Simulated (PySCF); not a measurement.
# Cl2H2Si, SMILES `Cl[SiH2]Cl`: electronic structure

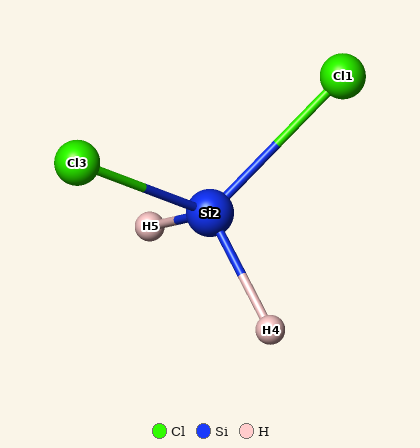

The molecule, with its atoms numbered as below. No frequency check shows the geometry to be a minimum.

Coordinates in Å:

```
Cl1     -1.6423   -0.4029   -0.0000
Si2      0.0000    0.7550    0.0000
Cl3      1.6423   -0.4029    0.0000
H4      -0.0002    1.5638    1.2093
H5       0.0002    1.5638   -1.2093
```

### 1. Bonding charge

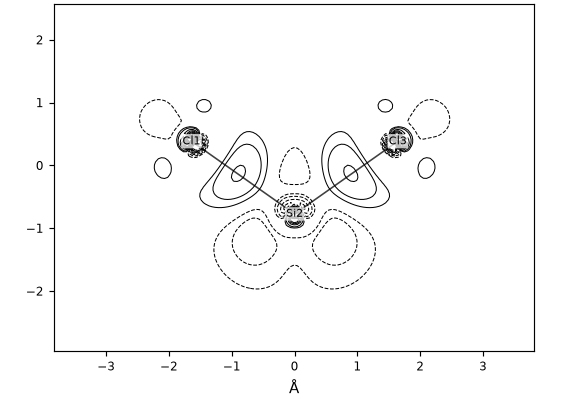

Deformation density (molecule less spherical, spin-averaged free atoms) in the plane of Cl1, Si2 and Cl3; contours at ±0.05 to ±0.8 e/Å³; solid lines: gain, dashed lines: loss.

Level of theory: PBE/def2-TZVP (PySCF), at a geometry from GFN2-xTB.

Describe the bonding that the map shows.

Answer. Cl1–Si2 and Si2–Cl3: +0.08 e/Å³ at the bond critical point (bond length 2.01 Å, Mayer order 1.2); up to 0.6 Å beside the axis the gain reaches +0.21 e/Å³. In all, 1.0 electrons gather in the regions of gain relative to the promolecule. A small or negative value marks a very polar bond, one between electron-rich atoms, whose free-atom densities already overlap strongly, a long bond to a heavier atom, or a closed-shell contact such as a hydrogen bond.

Where do the Hirshfeld charges lie?

Answer. The highest Hirshfeld charge is on Si2 (+0.31 e), the lowest on Cl1 and Cl3 (−0.09 e).

### 2. Local ionisation energy

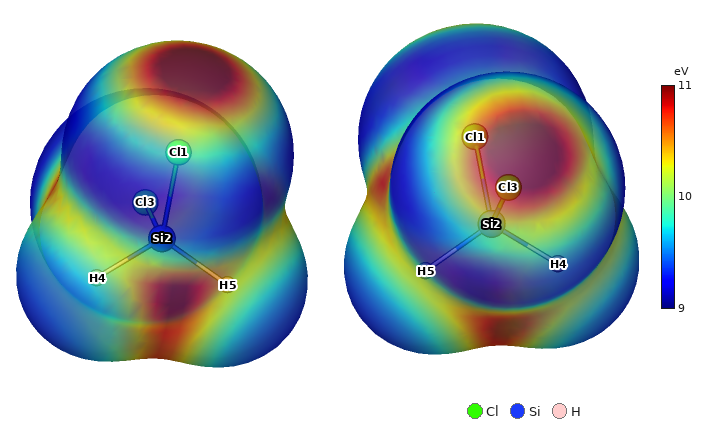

Average local ionisation energy on the surface of electron density 0.001 a.u. (back view left, front view right).

Where are the most loosely bound electrons on this surface?

Answer. The lowest value is 9.2 eV, 2.1 Å from Cl1, and at like points elsewhere. For comparison, the highest occupied orbital lies at −7.7 eV.

### 3. In an electric field

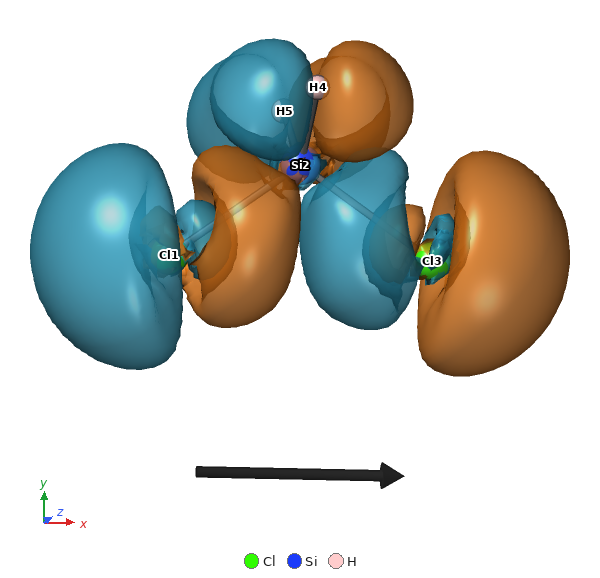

Change of the electron density in a uniform field of 0.21 V/Å along +x (arrow), surfaces at ±0.001 e/Å³ (light blue: gain, orange: loss).

Level of theory: PBE/def2-TZVP (PySCF), at a geometry from GFN2-xTB. A basis without diffuse functions makes polarisabilities too small.

What dipole is induced, and what polarisability does it imply?

Answer. The induced dipole is 0.58 D (along the field); α along this axis, from the fields in both directions, is 57 bohr³ (8.4 Å³).

Which atoms gain and lose the most charge?

Answer. Electrons gather most on Cl1 (Hirshfeld charge changes by −0.019 e) and leave Cl3 most (+0.019 e); 0.047 electrons are displaced in all.

### 4. Removing or adding an electron

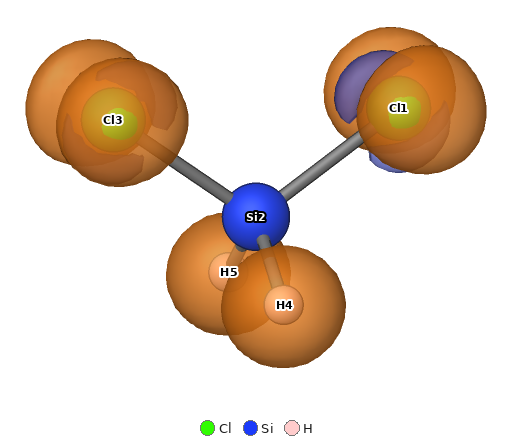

Fukui function f⁻ = ρ(N) − ρ(N−1) at fixed geometry, surfaces at ±0.03 e/Å³ (orange positive, blue negative).

Which atoms respond most to the removal of an electron?

Answer. f⁻ (Hirshfeld-condensed) is largest on Cl1 and Cl3 (0.30 each); the vertical ionisation energy is 10.79 eV. Condensed values hint at sites of electrophilic attack but needn't mark the atom that reacts. Orbital relaxation makes it negative in places (0.07 e in all).

The PySCF runs shown took 6.2 s, 14 s and 51 s on 1 thread of Intel(R) Xeon(R) 6975P-C (Granite Rapids) (shared host).
